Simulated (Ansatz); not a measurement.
**CH4SSi (SMILES C1[SiH2]S1): density, localisation and related maps**

The calculation's input:

```
crystal:
  periodic: [false, false, false]
  atoms:
    - {symbol: C, position_ang: [-0.707742, -0.124068, -0.604372]}
    - {symbol: Si, position_ang: [0.728362, 0.212624, 0.494695]}
    - {symbol: S, position_ang: [-0.558011, -1.411894, 0.731939]}
    - {symbol: H, position_ang: [-0.544508, -0.521570, -1.601389]}
    - {symbol: H, position_ang: [-1.607156, 0.477986, -0.519051]}
    - {symbol: H, position_ang: [0.653011, 1.328728, 1.461743]}
    - {symbol: H, position_ang: [2.097246, -0.029706, -0.009266]}
basis:
  gaussian: {orbitals: def2-TZVPP}
hamiltonian: {xc: pbe0, dispersion: d4}
output: {orbitals: {seedname: orbitals}}
```

Launched as:

```sh
ansatz run in.yaml --threads 2 --pin off --events-out ev --progress --plain --max-ram 4352MiB
```

Geometry: PBE0-D4/def2-TZVP.

Theory: Ansatz 0.2.0, RKS PBE0-D4/def2-TZVPP.

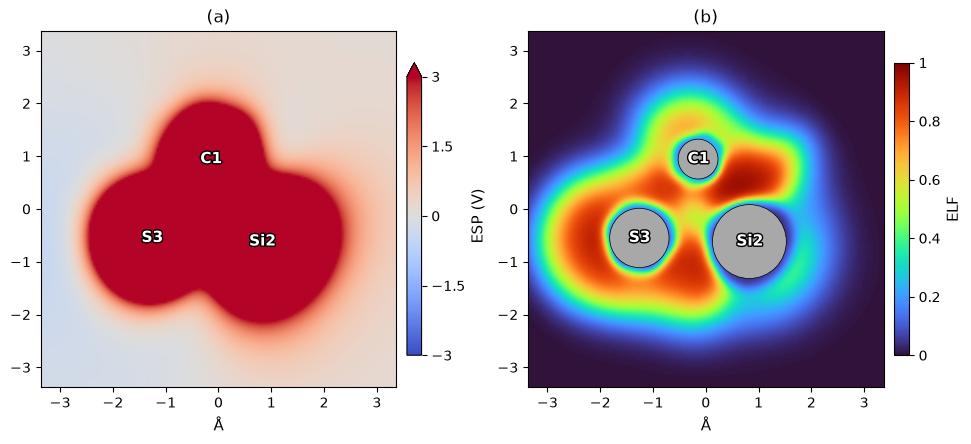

Figure 1. (a) electrostatic potential; (b) ELF on the plane of atoms C1, Si2 and S3. Grey discs cover the atomic cores in the ELF map.

What do the fields say about this system?

The plane passes through C, Si and S nuclei. C–Si (1.84 Å): the ELF peaks at about 0.90 between the atoms (a covalent bond). C–S (1.86 Å): the ELF peaks at about 0.85 between the atoms (a shared electron pair). Si–S (2.09 Å): the ELF peaks at about 0.75 between the atoms, as expected for a shared electron pair. The ELF also peaks beside S3, away from the bonds: lone-pair regions. Outside the dense part of the molecule the potential is most negative (−0.4 V) near S3.

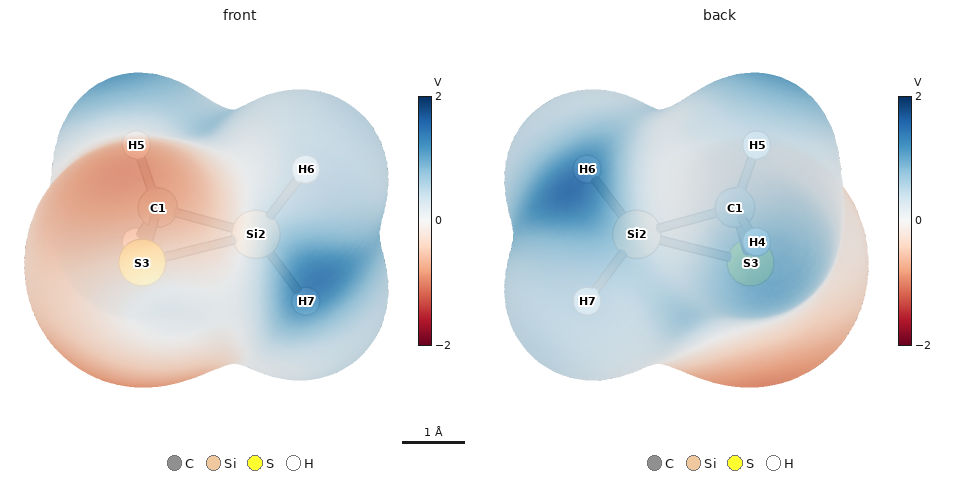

Figure 2. The molecular electrostatic potential painted on the density surface at 0.002 e/bohr³, seen from the front and from behind; the colour scale runs from red (negative) to blue (positive).

Which sites attract a positive test charge, and which a negative one?

A positive charge is drawn to the negative regions and a negative charge to the positive ones. The most negative region (about −0.9 V) lies over S3, the most positive (about +1.5 V) over Si2.

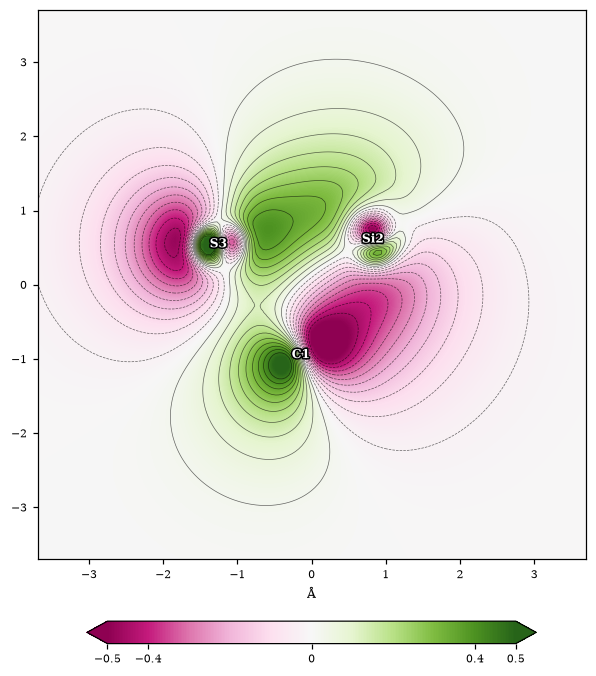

Figure 3. The HOMO−1 on the plane of atoms C1, S3 and Si2 (values in Å⁻³ᐟ²; the overall sign is arbitrary).

What is the character of this orbital?

Its weight (Hirshfeld) is mainly on S3 (about 40 %), Si2 (about 30 %) and C1 (about 25 %). Its energy is −7.92 eV.

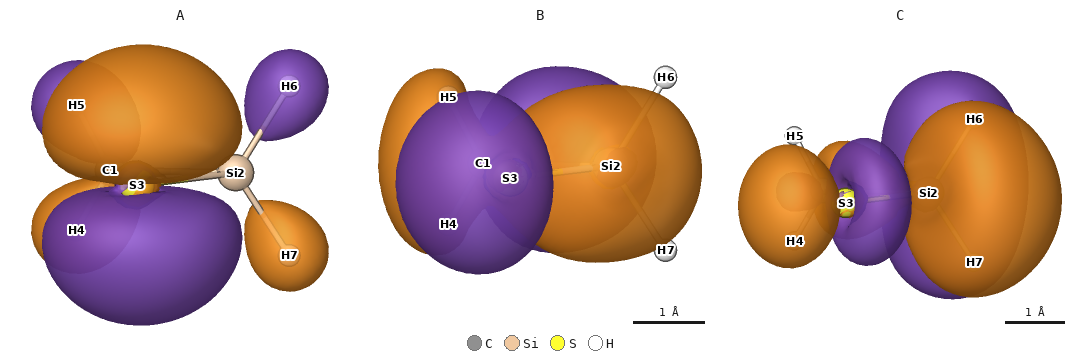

Figure 4. Three frontier orbitals at ±0.08 Å⁻³ᐟ² (orange and purple are the two phases), in no order.

Order the three orbitals by energy and name them.

B is the HOMO−1 (−7.92 eV). By Hirshfeld shares it lies mainly on S3 (about 40 %), Si2 (about 30 %) and C1 (about 25 %). A is the HOMO (−6.98 eV). By Hirshfeld shares it lies mainly on S3 (about 75 %) and C1 (about 5 %); largely a lone pair of S3. C is the LUMO (−0.39 eV). Its weight (Hirshfeld) is mainly on Si2 (about 55 %), S3 (about 20 %), H7 (about 5 %), H6 (about 5 %) and C1 (about 5 %).

What is the HOMO–LUMO gap?

6.59 eV between the orbital energies.
